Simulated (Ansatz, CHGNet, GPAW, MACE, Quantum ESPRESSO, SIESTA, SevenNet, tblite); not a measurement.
# Ru(0001) slab (54 atoms), the built cell with every atom moved at random

The starting structure: Hcp Ru (a = 2.706 Å, c = 4.282 Å), (0001) slab of 3 repeat layers, 3 x 3 surface cells, 12 Å of vacuum; not relaxed, displaced by a Gaussian of 0.02 Å. Then every atom was moved at random, 0.02 Å r.m.s. a Cartesian component.

Geometry: the built cell with every atom moved at random. Computed with SIESTA 5.4.2: Kohn-Sham DFT, PBE, PseudoDojo 0.4.1 norm-conserving pseudopotentials (converted to PSML), numerical atomic orbitals (TZP), diagonalisation; shift 0.01 Ry; mesh 300 Ry; levels smeared at 580 K; Γ point.

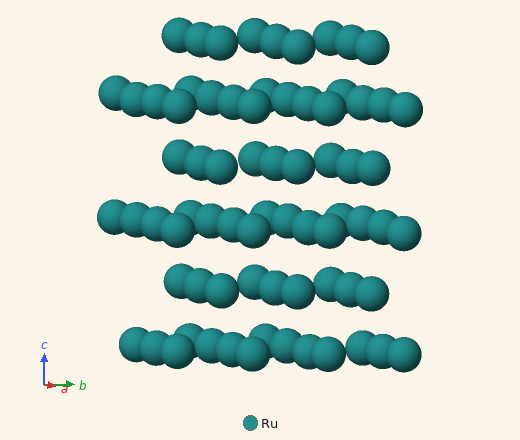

The structure (ruthenium teal). Some periodic images of atoms are drawn too.

Extended XYZ; positions in Å, forces in eV/Å, q the Hirshfeld charge in e:

```xyz
54
Lattice="8.118 0.000 0.000 4.059 7.030 0.000 0.000 0.000 22.705" Properties=species:S:1:pos:R:3:charge:R:1:forces:R:3 pbc="T T T"
Ru 8.047 0.004 6.042 -0.01 0.194 0.656 0.990
Ru 8.117 1.575 8.124 0.01 0.086 -0.165 -0.917
Ru 12.160 7.015 10.258 0.00 -0.090 -0.170 -0.065
Ru 8.182 1.510 12.433 0.00 -0.182 0.442 -0.607
Ru 8.116 0.036 14.569 0.01 0.115 -0.166 1.215
Ru 8.164 1.525 16.746 -0.01 -0.141 -0.276 -1.306
Ru 2.731 0.005 5.979 -0.01 0.332 0.069 1.282
Ru 2.717 1.630 8.153 0.01 -0.191 -0.363 -0.699
Ru 2.728 0.013 10.317 0.00 -0.011 0.407 -0.618
Ru 2.731 1.562 12.476 0.00 -0.455 0.247 -0.421
Ru 2.724 0.006 14.503 0.01 0.286 -0.213 1.292
Ru 2.704 1.555 16.709 -0.01 -0.101 0.085 -0.968
Ru 9.457 2.321 5.991 -0.01 -0.206 -0.193 1.292
Ru 9.507 3.930 8.131 0.01 -0.809 -0.258 -0.508
Ru 1.369 2.337 10.279 0.00 -0.251 0.426 0.234
Ru 9.465 3.938 12.480 -0.01 -0.300 0.101 -0.635
Ru 9.452 2.364 14.605 0.01 0.012 -0.290 0.813
Ru 9.493 3.945 16.647 -0.01 0.027 -0.003 -0.689
Ru 9.470 7.008 6.007 -0.01 -0.042 -0.339 0.975
Ru 5.357 1.558 8.147 0.01 0.024 0.302 -0.477
Ru 5.386 0.019 10.324 0.00 0.382 -0.185 -0.136
Ru 5.398 1.594 12.415 0.00 0.086 0.411 0.012
Ru 5.392 0.022 14.578 0.01 -0.095 0.187 0.895
Ru 5.440 1.580 16.709 -0.01 0.097 0.182 -1.290
Ru 4.032 2.358 5.972 -0.01 -0.154 0.168 0.777
Ru 4.079 3.893 8.164 0.01 0.512 -0.482 -0.590
Ru 4.051 2.324 10.313 0.00 -0.187 -0.074 0.046
Ru 4.063 3.934 12.450 0.00 0.115 -0.449 -0.259
Ru 4.046 2.350 14.596 0.01 0.218 0.020 1.030
Ru 4.036 3.903 16.737 -0.01 0.059 -0.172 -1.315
Ru 2.705 4.664 6.022 -0.01 0.313 -0.122 0.688
Ru 10.859 6.215 8.099 0.01 -0.532 0.461 -0.529
Ru 10.823 4.715 10.305 0.00 0.130 0.149 0.207
Ru 10.848 6.262 12.467 0.00 -0.254 -0.164 -0.344
Ru 10.813 4.686 14.565 0.01 0.433 0.034 0.991
Ru 10.838 6.233 16.667 -0.01 0.004 0.354 -0.918
Ru 6.755 2.352 5.992 -0.01 0.176 0.119 1.133
Ru 6.716 3.900 8.110 0.01 0.169 0.572 -0.693
Ru 6.749 2.391 10.326 0.00 0.633 -0.090 -0.023
Ru 6.711 3.920 12.441 0.00 0.336 -0.004 -0.372
Ru 6.789 2.375 14.595 0.01 0.374 -0.580 0.924
Ru 6.765 3.926 16.687 -0.01 -0.289 0.107 -0.965
Ru 5.375 4.695 6.009 -0.01 0.369 -0.283 0.987
Ru 5.398 6.265 8.123 0.01 0.053 0.215 -0.838
Ru 5.388 4.727 10.353 0.00 0.039 0.070 -0.426
Ru 5.397 6.270 12.436 0.01 -0.333 0.407 -0.240
Ru 5.418 4.724 14.580 0.01 -0.324 -0.311 1.041
Ru 5.448 6.227 16.690 -0.01 -0.111 0.299 -0.660
Ru 8.124 4.741 5.956 -0.01 -0.484 0.029 1.233
Ru 8.153 6.215 8.094 0.01 -0.093 -0.075 -0.741
Ru 8.111 4.712 10.274 0.00 -0.268 -0.767 0.177
Ru 8.085 6.305 12.375 0.00 0.737 -0.862 0.218
Ru 8.103 4.705 14.588 0.01 -0.386 0.414 0.665
Ru 8.137 6.245 16.695 -0.01 -0.055 0.078 -0.965
```

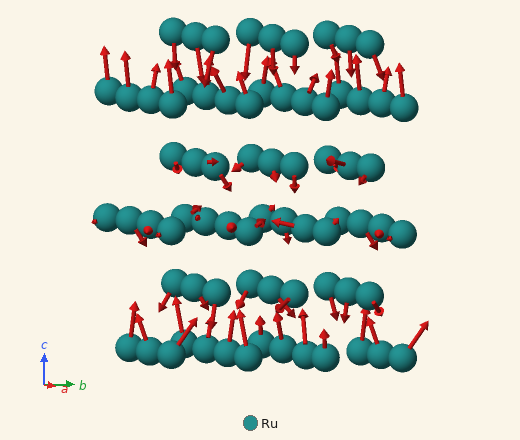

The forces as arrows, the longest 1.34 eV/Å. Some periodic images of atoms are drawn too.

Only the Γ point is sampled, in a cell whose shortest periodic width is 7 Å.

The r.m.s. force component is 0.530 eV/Å; the longest force, 1.34 eV/Å, acts on Ru6.

[Logs are printed without paths, hosts, clocks, repeated set-up lines and the standing remarks that a program may print on its own settings, such as how far it seeks lower states.]

[Hosts, paths, dates, database ids (printed as entryN), source tags and the programs' standing remarks are cut or masked in the printed files.]
